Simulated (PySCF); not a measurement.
# What a change does: NMR shielding calculation on C$_{3}$H$_{5}$AlClF

System: C$_{3}$H$_{5}$AlClF, SMILES C=C[CH2][Al]([F])[Cl].
Method of the first run: GIAO PBE0/6-31G* NMR shielding, non-relativistic, gas phase (PySCF 2.14.0).

The geometry comes from this level: PBE0-D3(BJ)/def2-SVP. Text and figures count atoms from 1; the logs count them from 0 in places.

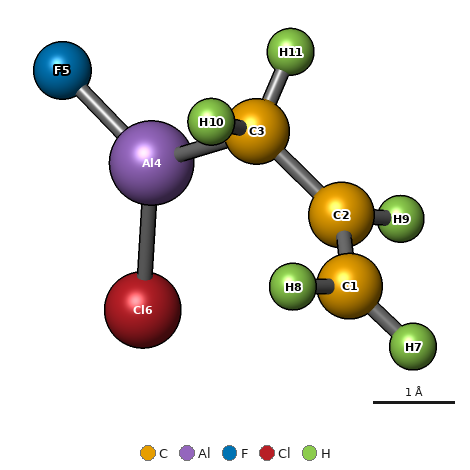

Figure 1. The structure as given in the input (ball-and-stick view, seen at a tilt; atoms are numbered from 1 in the order of the input). Sticks mark near contacts. Bond lengths as drawn: Al–C 1.95 Å, Al–Cl 2.09 Å, Al–F 1.66 Å, C–C 1.34 to 1.49 Å and C–H 1.09 to 1.11 Å.

The input, the first run:
```
{"job": {"kind": "nmr", "xc": "PBE0", "basis": "6-31G*", "pop": true}, "charge": 0, "multiplicity": 1}
C     -1.882969    -0.096201    -0.476217
C     -0.753834    -0.658398    -0.036973
C      0.267295    -0.000153     0.827538
Al     1.899123     0.474922    -0.120370
F      3.226712     1.003883     0.728037
Cl     2.106449     0.363618    -2.197644
H     -2.567658    -0.637914    -1.132781
H     -2.161872     0.925475    -0.196883
H     -0.529584    -1.685073    -0.354714
H     -0.124673     0.933852     1.269367
H      0.567035    -0.641689     1.675673
```

The first line tells a small driver script what to run in PySCF; the rest is the geometry in Å.

Command:
```bash
OMP_NUM_THREADS=1 python <driver script> task.json out
```

Hardware: 1 CPU thread, shared host.

Output (the first run):
```
coarse grid: 10696 points
cycle   1  E = -919.3162640734  dE =  4.064e-01  |g| = 7.165e-01  |ddm| = 2.965e+00
cycle   2  E = -919.2073707180  dE =  1.089e-01  |g| = 1.094e+00  |ddm| = 1.402e+00
cycle   3  E = -919.4217012569  dE = -2.143e-01  |g| = 1.238e-01  |ddm| = 8.090e-01
cycle   4  E = -919.4252732923  dE = -3.572e-03  |g| = 2.512e-02  |ddm| = 1.396e-01
cycle   5  E = -919.4254210809  dE = -1.478e-04  |g| = 8.353e-03  |ddm| = 2.778e-02
cycle   6  E = -919.4254376555  dE = -1.657e-05  |g| = 3.036e-03  |ddm| = 9.982e-03
cycle   7  E = -919.4254400651  dE = -2.410e-06  |g| = 6.889e-04  |ddm| = 3.226e-03
final grid: 95728 points
cycle   8  E = -919.3801107772  dE = -1.396e-05  |g| = 6.503e-03  |ddm| = 1.524e-02
cycle   9  E = -919.3801067986  dE =  3.979e-06  |g| = 7.809e-03  |ddm| = 1.362e-02
cycle  10  E = -919.3801224610  dE = -1.566e-05  |g| = 8.429e-04  |ddm| = 7.180e-03
cycle  11  E = -919.3801225908  dE = -1.298e-07  |g| = 1.437e-04  |ddm| = 6.656e-04
cycle  12  E = -919.3801225944  dE = -3.631e-09  |g| = 5.663e-05  |ddm| = 1.675e-04
cycle  13  E = -919.3801225951  dE = -7.360e-10  |g| = 2.189e-05  |ddm| = 6.357e-05
converged SCF energy = -919.3801225951

GIAO shielding tensors (ppm)
atom      isotropic    diamagn.    paramagn.     s11        s22        s33       span
  0 C       82.796     256.706    -173.910    -18.672    102.700    164.359    183.032
  1 C       68.522     251.640    -183.118    -39.151     73.705    171.013    210.164
  2 C      177.911     248.599     -70.689    159.226    172.970    201.536     42.311
  3 Al     464.494     795.458    -330.964    425.553    426.365    541.565    116.012
  4 F      308.235     465.592    -157.357    212.223    310.672    401.809    189.587
  5 Cl     962.845    1148.697    -185.852    829.944    976.885   1081.705    251.761
  6 H       26.978      29.356      -2.378     23.928     26.100     30.905      6.978
  7 H       26.835      31.403      -4.568     23.617     26.065     30.824      7.207
  8 H       26.048      29.868      -3.820     24.228     25.318     28.598      4.370
  9 H       30.386      30.397      -0.010     27.055     29.631     34.473      7.418
 10 H       30.658      28.880       1.778     26.659     28.932     36.383      9.724
```

The second run used a changed input.

The two runs side by side:

| quantity | the first run | the second run |
| --- | --- | --- |
| outcome | converged | converged |
| total energy (hartree) | −919.380123 | −919.453940 |
| HOMO (eV) | −7.01 | −7.27 |
| LUMO (eV) | −0.64 | −1.03 |
| dipole moment (D) | 2.14 | 1.99 |
| shielding of C1 (ppm) | 82.8 | 81.4 |
| shielding of C2 (ppm) | 68.5 | 60.7 |
| shielding of Al4 (ppm) | 464.5 | 470.8 |
| shielding of F5 (ppm) | 308.2 | 336.2 |
| shielding of Cl6 (ppm) | 962.8 | 964.2 |
| shielding of H10 (ppm) | 30.4 | 29.4 |
| shielding of H11 (ppm) | 30.7 | 29.6 |
| SCF iterations | 13 | 13 |
| basis functions | 102 | 191 |
| wall time (shared host) | 13 s | 32 s |

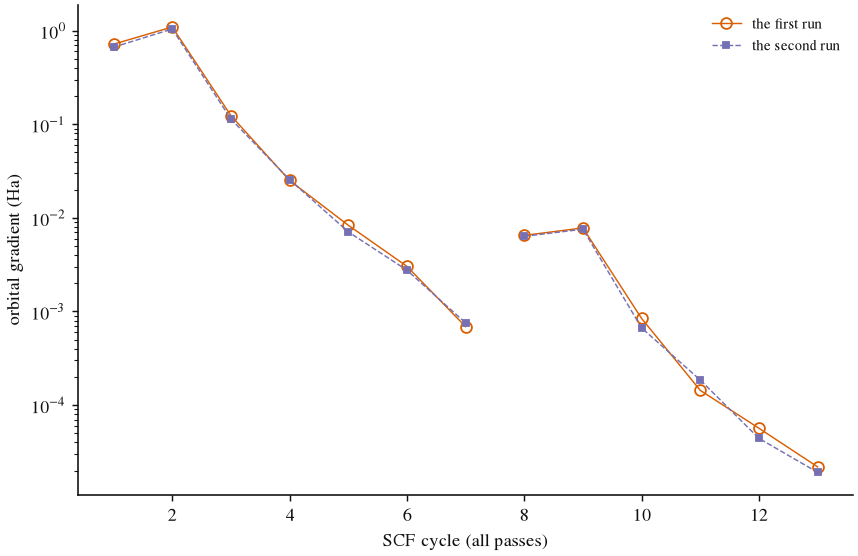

Figure 2. Convergence of the two runs: orbital gradient against the SCF cycle. A break in a curve parts two SCF passes (coarse and final grid). The first run takes 13 cycles in all, and the second run takes 13.

Which change of the input explains these differences?

The change (lines with − go, lines with + come):
```diff
-"basis": "6-31G*"
+"basis": "aug-cc-pVDZ"
```

The total energy of the second run is 46.3 kcal/mol lower, which measures the change of basis and not a stability. The HOMO goes from −7.01 to −7.27 eV. The LUMO goes from −0.64 to −1.03 eV. The dipole moment goes from 2.14 to 1.99 D. Of all shieldings, the largest change is that of F5, by +28.0 ppm. Diffuse functions give room to the loosely bound empty orbitals, which lowers the LUMO. The number of SCF iterations is the same. The basis functions go from 102 to 191.

Output (the second run):
```
coarse grid: 10696 points
cycle   1  E = -919.3411242283  dE =  4.140e-01  |g| = 6.657e-01  |ddm| = 8.468e+00
cycle   2  E = -919.2389796289  dE =  1.021e-01  |g| = 1.042e+00  |ddm| = 3.127e+00
cycle   3  E = -919.4341558761  dE = -1.952e-01  |g| = 1.138e-01  |ddm| = 1.514e+00
cycle   4  E = -919.4370996855  dE = -2.944e-03  |g| = 2.561e-02  |ddm| = 2.839e-01
cycle   5  E = -919.4372550403  dE = -1.554e-04  |g| = 7.099e-03  |ddm| = 7.331e-02
cycle   6  E = -919.4372669710  dE = -1.193e-05  |g| = 2.765e-03  |ddm| = 1.793e-02
cycle   7  E = -919.4372688967  dE = -1.926e-06  |g| = 7.550e-04  |ddm| = 6.194e-03
final grid: 95728 points
cycle   8  E = -919.4539287632  dE = -1.874e-05  |g| = 6.351e-03  |ddm| = 1.242e-01
cycle   9  E = -919.4539244428  dE =  4.320e-06  |g| = 7.566e-03  |ddm| = 3.876e-02
cycle  10  E = -919.4539400973  dE = -1.565e-05  |g| = 6.679e-04  |ddm| = 1.877e-02
cycle  11  E = -919.4539401726  dE = -7.529e-08  |g| = 1.854e-04  |ddm| = 1.182e-03
cycle  12  E = -919.4539401784  dE = -5.815e-09  |g| = 4.414e-05  |ddm| = 3.867e-04
cycle  13  E = -919.4539401789  dE = -4.486e-10  |g| = 1.914e-05  |ddm| = 1.179e-04
converged SCF energy = -919.4539401789

GIAO shielding tensors (ppm)
atom      isotropic    diamagn.    paramagn.     s11        s22        s33       span
  0 C       81.390     226.704    -145.314    -24.366    101.949    166.585    190.951
  1 C       60.676     185.497    -124.820    -53.019     63.613    171.434    224.452
  2 C      177.805     224.072     -46.268    157.267    171.218    204.929     47.662
  3 Al     470.839     796.061    -325.223    423.053    432.524    556.939    133.886
  4 F      336.241     463.883    -127.642    259.356    345.450    403.917    144.560
  5 Cl     964.249    1144.284    -180.035    823.555    988.113   1081.081    257.526
  6 H       26.086      33.218      -7.132     22.908     25.382     29.967      7.059
  7 H       26.063      34.815      -8.752     22.441     25.807     29.941      7.500
  8 H       25.201      30.407      -5.206     22.917     24.681     28.005      5.087
  9 H       29.393      27.768       1.625     26.089     28.839     33.251      7.162
 10 H       29.597      24.830       4.766     25.649     28.059     35.082      9.432
```
